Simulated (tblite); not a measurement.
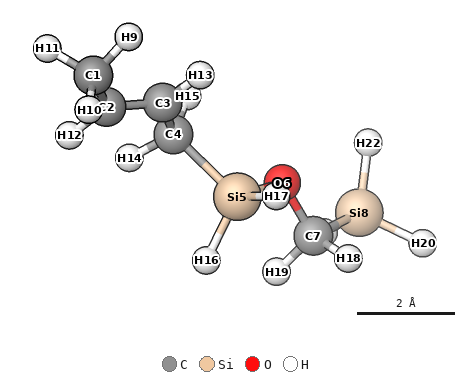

The starting structure (ball-and-stick view, seen at a tilt; atoms are numbered from 1 in the order of the input).

Run report: C5H14OSi2, geometry relaxation (part 1 of 4)

C5H14OSi2, computed with GFN2-xTB geometry optimisation, gas phase (tblite 0.8.0).

It belongs to a series of runs on one base structure; here: S replaced by O.

## The input
```
{"job": {"kind": "relax", "xc": "GFN2-xTB", "basis": "xTB"}, "charge": 0, "multiplicity": 1}
C      4.527200    -0.209100     0.146200
C      3.153100    -0.080700     0.710600
C      2.144300     0.289200    -0.032800
C      0.799000     0.406200     0.570900
Si    -0.492800    -0.702700    -0.168000
O     -1.890600     0.278300    -0.386100
C     -3.073200    -0.408500    -0.383100
Si    -4.492300     0.805900    -0.613000
H      4.654400     0.340500    -0.817100
H      4.871100    -1.253300     0.048300
H      5.191300     0.349300     0.851500
H      2.932800    -0.300500     1.773900
H      2.322900     0.512100    -1.080000
H      0.795600     0.208900     1.667000
H      0.473200     1.462300     0.435300
H     -0.877300    -1.712900     0.859100
H     -0.045800    -1.339200    -1.416100
H     -3.163000    -1.188400    -1.184200
H     -3.243700    -0.846600     0.644500
H     -5.471300     0.243400    -1.543400
H     -5.140400     1.099400     0.685800
H     -3.985100     2.065900    -1.171000
```

The first line tells a small driver script what to run in tblite; the rest is the geometry in Å.

Launched with:
```bash
OMP_NUM_THREADS=1 python <driver script> task.json out
```

## Log
```
step      E/eV     max force
  0    -690.01913    2.901
  1    -690.29312    1.169
  2    -690.38772    0.950
  3    -690.44575    0.839
  4    -690.49526    0.350
  5    -690.50938    0.274
  6    -690.52959    0.264
  7    -690.53881    0.239
  8    -690.54763    0.218
  9    -690.55537    0.276
 10    -690.56485    0.262
 11    -690.57403    0.233
 12    -690.58200    0.180
 13    -690.58841    0.167
 14    -690.59501    0.167
 15    -690.60218    0.200
 16    -690.60870    0.194
 17    -690.61398    0.154
 18    -690.61890    0.180
 19    -690.62461    0.193
 20    -690.63172    0.226
 21    -690.63921    0.188
 22    -690.64574    0.166
 23    -690.65133    0.178
 24    -690.65662    0.159
 25    -690.66136    0.142
 26    -690.66515    0.121
 27    -690.66843    0.116
 28    -690.67200    0.160
 29    -690.67646    0.174
 30    -690.68161    0.188
 31    -690.68646    0.163
 32    -690.69037    0.130
 33    -690.69343    0.110
 34    -690.69580    0.130
 35    -690.69841    0.144
 36    -690.70147    0.138
 37    -690.70698    0.131
 38    -690.70858    0.110
 39    -690.71011    0.073
 40    -690.71083    0.066
 41    -690.71192    0.083
 42    -690.71285    0.067
 43    -690.71360    0.052
 44    -690.71410    0.048
 45    -690.71459    0.042
 46    -690.71511    0.045
 47    -690.71560    0.044
 48    -690.71600    0.043
 49    -690.71639    0.043
 50    -690.71684    0.049
 51    -690.71740    0.053
 52    -690.71802    0.058
 53    -690.71865    0.051
 54    -690.71920    0.054
 55    -690.71968    0.044
 56    -690.72011    0.048
 57    -690.72053    0.054
 58    -690.72094    0.047
 59    -690.72134    0.051
 60    -690.72173    0.046
 61    -690.72207    0.045
 62    -690.72234    0.038
 63    -690.72254    0.028
 64    -690.72274    0.029
 65    -690.72302    0.040
 66    -690.72343    0.056
 67    -690.72390    0.050
 68    -690.72431    0.044
 69    -690.72464    0.046
 70    -690.72498    0.052
 71    -690.72531    0.045
 72    -690.72556    0.033
 73    -690.72574    0.027
 74    -690.72590    0.032
 75    -690.72613    0.047
 76    -690.72644    0.046
 77    -690.72675    0.034
 78    -690.72701    0.033
 79    -690.72729    0.040
 80    -690.72766    0.060
 81    -690.72815    0.062
 82    -690.72875    0.079
 83    -690.72943    0.085
 84    -690.73035    0.075
 85    -690.73117    0.076
 86    -690.73192    0.053
 87    -690.73236    0.037
 88    -690.73269    0.048
 89    -690.73301    0.058
 90    -690.73345    0.046
 91    -690.73398    0.046
 92    -690.73440    0.044
 93    -690.73491    0.048
 94    -690.73540    0.040
 95    -690.73561    0.076
 96    -690.73603    0.047
 97    -690.73626    0.038
 98    -690.73666    0.028
 99    -690.73683    0.027
100    -690.73705    0.025
101    -690.73720    0.022
102    -690.73735    0.023
103    -690.73747    0.023
104    -690.73760    0.023
105    -690.73772    0.022
106    -690.73782    0.021
107    -690.73792    0.020
108    -690.73802    0.021
109    -690.73810    0.024
110    -690.73815    0.017
111    -690.73820    0.014
112    -690.73824    0.011
113    -690.73830    0.015
114    -690.73834    0.018
115    -690.73838    0.014
116    -690.73842    0.011
117    -690.73846    0.012
118    -690.73852    0.024
119    -690.73861    0.036
120    -690.73875    0.042
121    -690.73892    0.034
122    -690.73910    0.032
123    -690.73928    0.030
124    -690.73948    0.043
125    -690.73972    0.055
126    -690.74001    0.051
127    -690.74027    0.028
128    -690.74048    0.028
129    -690.74067    0.031
130    -690.74088    0.045
131    -690.74111    0.044
132    -690.74127    0.028
133    -690.74135    0.018
134    -690.74139    0.017
135    -690.74144    0.018
136    -690.74151    0.031
137    -690.74160    0.027
138    -690.74170    0.022
139    -690.74177    0.022
140    -690.74187    0.025
141    -690.74197    0.020
142    -690.74205    0.022
143    -690.74211    0.026
144    -690.74217    0.024
145    -690.74227    0.020
146    -690.74237    0.023
147    -690.74247    0.025
148    -690.74257    0.028
149    -690.74269    0.026
150    -690.74281    0.021
151    -690.74291    0.025
152    -690.74303    0.028
153    -690.74317    0.034
154    -690.74334    0.032
155    -690.74352    0.029
156    -690.74367    0.026
157    -690.74380    0.024
158    -690.74393    0.027
159    -690.74406    0.021
160    -690.74416    0.019
161    -690.74426    0.021
162    -690.74436    0.023
163    -690.74449    0.024
164    -690.74460    0.021
165    -690.74470    0.021
166    -690.74478    0.021
167    -690.74485    0.018
168    -690.74491    0.019
169    -690.74495    0.013
170    -690.74499    0.013
171    -690.74501    0.011
172    -690.74504    0.010
```

## Trajectory as extended XYZ (Å, eV, eV/Å), 37 of the 173 frames kept, from step=0 to step=172
```
22
Properties=species:S:1:pos:R:3:forces:R:3 step=0 energy=-690.01913
C     4.5272   -0.2091    0.1462    1.0890   0.9250   0.5320
C     3.1531   -0.0807    0.7106    0.5580  -0.5790   0.4410
C     2.1443    0.2892   -0.0328   -0.5910   0.0200   0.0420
C     0.7990    0.4062    0.5709   -0.4050   1.4220   0.2880
Si   -0.4928   -0.7027   -0.1680   -1.6860   0.3050  -0.2630
O    -1.8906    0.2783   -0.3861    2.7060  -1.0430   0.0650
C    -3.0732   -0.4085   -0.3831   -1.7690  -0.7740   0.4750
Si   -4.4923    0.8059   -0.6130   -0.5910   0.9420  -0.0670
H     4.6544    0.3405   -0.8171   -0.4090  -0.7150   0.5560
H     4.8711   -1.2533    0.0483   -0.1710   0.5580   0.0770
H     5.1913    0.3493    0.8515   -0.0740  -0.7120  -0.4020
H     2.9328   -0.3005    1.7739    0.6690   0.0170  -0.7230
H     2.3229    0.5121   -1.0800   -0.4460   0.0410   0.1560
H     0.7956    0.2089    1.6670    0.3920   0.2520  -0.7060
H     0.4732    1.4623    0.4353    0.0490  -0.4660   0.1650
H    -0.8773   -1.7129    0.8591    0.1180   0.1050  -0.3670
H    -0.0458   -1.3392   -1.4161   -0.2340   0.0430   0.0890
H    -3.1630   -1.1884   -1.1842    0.4880   0.2310   0.8310
H    -3.2437   -0.8466    0.6445    0.2970  -0.3240  -1.0340
H    -5.4713    0.2434   -1.5434   -0.0800  -0.0490   0.0330
H    -5.1404    1.0994    0.6858    0.1020  -0.0780  -0.2360
H    -3.9851    2.0659   -1.1710   -0.0110  -0.1210   0.0480
22
Properties=species:S:1:pos:R:3:forces:R:3 step=5 energy=-690.50938
C     4.5563   -0.1813    0.1766    0.0810   0.0050  -0.0160
C     3.1667   -0.0982    0.6984   -0.0500   0.1160   0.0810
C     2.1256    0.2859   -0.0150    0.0250   0.0550  -0.0050
C     0.7715    0.4497    0.5608    0.0400   0.1750   0.0710
Si   -0.5187   -0.7080   -0.1694   -0.0890   0.0980   0.0080
O    -1.8476    0.2016   -0.3899    0.1230   0.1630   0.0250
C    -3.1224   -0.3981   -0.3726   -0.0150  -0.2220   0.0440
Si   -4.5278    0.8594   -0.6234    0.0990  -0.0380  -0.0280
H     4.6225    0.2963   -0.7955    0.0170   0.0520  -0.0890
H     4.8691   -1.2146    0.0604    0.0940  -0.1480   0.0940
H     5.2377    0.3186    0.8615    0.0900  -0.0510   0.0010
H     3.0050   -0.3141    1.7436    0.1990  -0.1370   0.1300
H     2.2686    0.5171   -1.0591   -0.1730   0.0690  -0.1170
H     0.8292    0.2387    1.6285    0.0090   0.1430   0.0650
H     0.4574    1.4869    0.4443   -0.0520   0.0400  -0.0350
H    -0.8643   -1.7190    0.8293    0.0740  -0.2470   0.0330
H    -0.0734   -1.3376   -1.4063   -0.0480  -0.1030  -0.1350
H    -3.1322   -1.1859   -1.1260   -0.1380  -0.0950  -0.1220
H    -3.2300   -0.8998    0.5923   -0.1410  -0.1280   0.0300
H    -5.4846    0.2411   -1.5411   -0.0940   0.0370   0.0000
H    -5.1429    1.0993    0.6796   -0.0840   0.0720   0.0330
H    -3.9761    2.0815   -1.1785    0.0340   0.1450  -0.0670
22
Properties=species:S:1:pos:R:3:forces:R:3 step=10 energy=-690.56485
C     4.5737   -0.1869    0.1728   -0.0900   0.0020   0.0250
C     3.1835   -0.0781    0.7057   -0.1500  -0.0210  -0.1210
C     2.1302    0.3099   -0.0018    0.0120  -0.0080   0.0790
C     0.7683    0.4808    0.5733    0.0450  -0.0710  -0.0290
Si   -0.5194   -0.7071   -0.1619    0.1550  -0.0420   0.0640
O    -1.8576    0.1926   -0.3719   -0.1380  -0.2070   0.0820
C    -3.1326   -0.4313   -0.3725   -0.0800   0.1130  -0.0420
Si   -4.5129    0.8688   -0.6285   -0.0360  -0.0910  -0.0250
H     4.6316    0.2893   -0.7998    0.1010  -0.0420  -0.1090
H     4.8842   -1.2266    0.0892   -0.0280  -0.0760  -0.0550
H     5.2673    0.2993    0.8526    0.0870   0.0950   0.0320
H     3.0689   -0.3441    1.7524   -0.0480   0.0900  -0.0940
H     2.2164    0.5355   -1.0624    0.1100   0.0150   0.2170
H     0.8336    0.2975    1.6453   -0.0740   0.0840   0.0610
H     0.4395    1.5126    0.4322    0.0080  -0.0290  -0.0430
H    -0.8278   -1.7742    0.8100    0.0970   0.0120  -0.0680
H    -0.1055   -1.3523   -1.4191   -0.0530   0.0820   0.0700
H    -3.1580   -1.2056   -1.1458    0.0260   0.0430  -0.0010
H    -3.2613   -0.9474    0.5849   -0.0320  -0.0370  -0.0660
H    -5.5044    0.2628   -1.5305    0.0370   0.0820   0.0390
H    -5.1567    1.1212    0.6646    0.0250   0.0570  -0.0210
H    -3.9714    2.1026   -1.1904    0.0260  -0.0510   0.0050
22
Properties=species:S:1:pos:R:3:forces:R:3 step=14 energy=-690.59501
C     4.5818   -0.1928    0.1642    0.0630   0.0160  -0.0330
C     3.1915   -0.0738    0.6985    0.0940  -0.0300   0.0900
C     2.1294    0.3291    0.0231   -0.0280  -0.0630  -0.0520
C     0.7674    0.4937    0.5912   -0.0650   0.0500   0.0290
Si   -0.5046   -0.7125   -0.1435   -0.0840  -0.0400   0.0170
O    -1.8754    0.1435   -0.3316    0.1090   0.0940   0.0460
C    -3.1555   -0.4525   -0.3789    0.0560  -0.0700   0.0430
Si   -4.5071    0.8664   -0.6313   -0.0430   0.0890   0.0270
H     4.6674    0.2691   -0.8176   -0.0320  -0.0980  -0.0120
H     4.8813   -1.2418    0.0980   -0.0450   0.0730  -0.0390
H     5.2861    0.3016    0.8365   -0.0620  -0.0200  -0.0240
H     3.0912   -0.3417    1.7411   -0.0560   0.0190   0.1000
H     2.2144    0.5584   -1.0282    0.0720   0.0930  -0.1000
H     0.8131    0.3615    1.6734   -0.0300  -0.0180  -0.0160
H     0.4315    1.5161    0.4086   -0.0230   0.0220  -0.0450
H    -0.7724   -1.8154    0.7839    0.0730  -0.0880   0.1220
H    -0.1376   -1.3411   -1.4152    0.0830   0.0740  -0.0710
H    -3.1763   -1.2079   -1.1701    0.0250   0.0050  -0.0190
H    -3.3004   -0.9860    0.5647   -0.1220  -0.1030  -0.0210
H    -5.5148    0.2975   -1.5189   -0.0960  -0.0500  -0.1160
H    -5.1578    1.1530    0.6449    0.0150   0.0440   0.1070
H    -3.9638    2.0948   -1.1946    0.0950   0.0000  -0.0320
22
Properties=species:S:1:pos:R:3:forces:R:3 step=19 energy=-690.62461
C     4.5856   -0.1974    0.1539   -0.1060  -0.0250   0.0480
C     3.2006   -0.0686    0.7082   -0.1780   0.0520  -0.0440
C     2.1318    0.3338    0.0356   -0.0170   0.0990   0.0280
C     0.7584    0.5083    0.5980    0.0370  -0.0340  -0.1000
Si   -0.5035   -0.7361   -0.1179    0.0640   0.0610   0.0190
O    -1.8853    0.1120   -0.2673   -0.1060  -0.1040   0.1240
C    -3.1722   -0.4741   -0.3764   -0.0700   0.0440  -0.0170
Si   -4.5160    0.8764   -0.6303    0.0540  -0.0990  -0.0250
H     4.6821    0.2255   -0.8416   -0.1480   0.0810  -0.0290
H     4.8702   -1.2449    0.0947    0.0350  -0.1350   0.0570
H     5.2901    0.3015    0.8150    0.0720   0.0290   0.0240
H     3.0955   -0.3316    1.7550    0.0380  -0.0160  -0.0330
H     2.2357    0.6036   -1.0103   -0.0290  -0.0530   0.0520
H     0.7846    0.4141    1.6875    0.0400  -0.0250  -0.1250
H     0.4175    1.5227    0.3718    0.0030  -0.0650  -0.0110
H    -0.6921   -1.8745    0.7978    0.0400   0.0470  -0.0070
H    -0.1370   -1.2971   -1.4271    0.0310   0.0570   0.0380
H    -3.1761   -1.2000   -1.1971    0.0510   0.0700  -0.0170
H    -3.3707   -1.0522    0.5337    0.0080   0.0190  -0.0360
H    -5.5398    0.3221   -1.5330    0.0890   0.0450   0.0870
H    -5.1462    1.1960    0.6557    0.0540  -0.0060  -0.0300
H    -3.9236    2.0797   -1.2074    0.0360  -0.0410  -0.0060
22
Properties=species:S:1:pos:R:3:forces:R:3 step=24 energy=-690.65662
C     4.5670   -0.2137    0.1510    0.0040   0.0150  -0.0160
C     3.1880   -0.0552    0.7192    0.1040  -0.0670   0.0220
C     2.1287    0.3705    0.0487    0.0330  -0.1040  -0.0670
C     0.7478    0.5250    0.5781    0.0080   0.0760   0.0610
Si   -0.4984   -0.7526   -0.0845   -0.0090  -0.0040  -0.0270
O    -1.9187    0.0424   -0.1319    0.0640   0.0360   0.0340
C    -3.2026   -0.5046   -0.3728    0.1070  -0.0660   0.0270
Si   -4.5020    0.8763   -0.6288    0.0820   0.0640   0.0330
H     4.6308    0.1906   -0.8590   -0.0490  -0.0320   0.0690
H     4.8547   -1.2698    0.1184   -0.1010   0.1200   0.0230
H     5.2992    0.2992    0.7796   -0.0850  -0.0180  -0.0520
H     3.1061   -0.3266    1.7644   -0.1010  -0.0160   0.0040
H     2.2495    0.6440   -0.9905   -0.0120  -0.0240  -0.0950
H     0.7676    0.4650    1.6637    0.0120  -0.0050   0.1130
H     0.3921    1.5199    0.3163   -0.0700   0.1050  -0.0150
H    -0.5720   -1.9230    0.8092    0.0050   0.0640  -0.0720
H    -0.1231   -1.2167   -1.4263   -0.0560  -0.0250  -0.0040
H    -3.1552   -1.1643   -1.2436    0.0270  -0.0230  -0.0290
H    -3.4655   -1.1351    0.4812   -0.0470  -0.0720  -0.0040
H    -5.5442    0.3635   -1.5230    0.0060  -0.0290   0.0290
H    -5.1047    1.2456    0.6549    0.0370  -0.0160  -0.0060
H    -3.8558    2.0390   -1.2261    0.0420   0.0210  -0.0270
22
Properties=species:S:1:pos:R:3:forces:R:3 step=29 energy=-690.67646
C     4.5428   -0.2169    0.1527   -0.0160  -0.0140  -0.0030
C     3.1744   -0.0590    0.7253   -0.1570   0.0490  -0.0240
C     2.1251    0.3683    0.0386   -0.1130   0.1170   0.0620
C     0.7478    0.5520    0.5777   -0.0890  -0.0340  -0.0090
Si   -0.4858   -0.7450   -0.0751   -0.0160   0.0250   0.0120
O    -1.9256    0.0113   -0.0484   -0.0150  -0.0230  -0.0240
C    -3.1958   -0.5302   -0.3654   -0.0070   0.0110  -0.0180
Si   -4.4628    0.8827   -0.6230    0.0210  -0.0300  -0.0110
H     4.5779    0.1720   -0.8592    0.0330   0.0040  -0.0970
H     4.8207   -1.2675    0.1367    0.0430  -0.1300  -0.0280
H     5.2837    0.3033    0.7551    0.0080   0.0740   0.0640
H     3.0722   -0.3313    1.7681   -0.0460   0.0060   0.0040
H     2.2510    0.6417   -1.0038   -0.0210  -0.0650   0.0490
H     0.7691    0.4904    1.6681    0.0170   0.0950  -0.0820
H     0.3689    1.5390    0.2951    0.1220  -0.0430   0.0930
H    -0.5111   -1.9259    0.7949    0.0200  -0.0540   0.0000
H    -0.1347   -1.1836   -1.4310   -0.0640  -0.0030  -0.0300
H    -3.1206   -1.1477   -1.2666    0.0730  -0.0060   0.0370
H    -3.5155   -1.1970    0.4447    0.0890   0.0090  -0.0500
H    -5.5280    0.3755   -1.4961    0.0310  -0.0130   0.0150
H    -5.0627    1.2628    0.6556    0.0530   0.0250   0.0420
H    -3.8015    2.0244   -1.2457    0.0370   0.0020  -0.0010
```
